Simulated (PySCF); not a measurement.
# C2H6OSSi: the cost of one run

Programs: PySCF 2.14.0, with density-fitted response routines of our own. Each step states its level of theory. These are calculated values for one molecule in the gas phase, unless marked as measured. Atoms are numbered from 0 throughout.

### Step 1. The molecule as given

11 atoms, charge 0, multiplicity 1; geometry from: GFN2-xTB. The atoms were then displaced at random by about 0.01 Å, so the start is not that level's minimum.

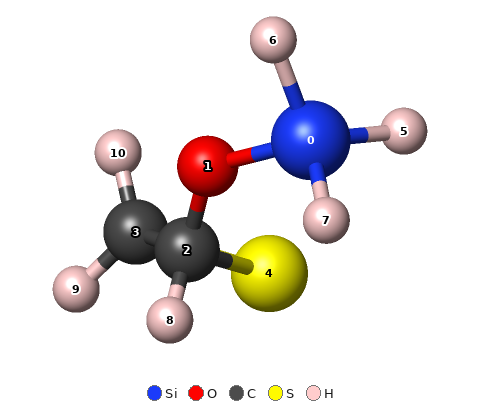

As it starts; silicon blue, oxygen red, carbon dark grey, sulfur yellow, hydrogen pink, atoms numbered.

### Step 2. Geometry optimisation at PBE0-D3(BJ)/def2-SVP

What the job is given:

```
{"job": {"xc": "PBE0", "basis": "def2-SVP", "d3": "d3bj", "grid": 1, "shake": 0.01, "kind": "geom"}, "charge": 0, "multiplicity": 1}
Si     1.945280     0.416840    -0.012970
O      0.369960     0.248990     0.476210
C     -0.619520    -0.554220     0.005110
C     -1.951750    -0.035090    -0.065440
S     -1.225320    -0.313200    -1.684080
H      1.955110     0.901820    -1.407160
H      2.321760     1.436560     0.966150
H      2.654790    -0.825540     0.091240
H     -0.454400    -1.600410     0.265580
H     -2.809410    -0.701110     0.187560
H     -2.148400     0.999520     0.202060
```

Command:

```bash
$ OMP_NUM_THREADS=1 python probes_run.py task.json out
```

The driver reads the jobs from task.json and runs them one after another.

Q: Estimate the wall time and peak memory of this first job on 1 thread of Arm Neoverse V2, shared host.

About 27 s, with a peak of 0.45 GiB.
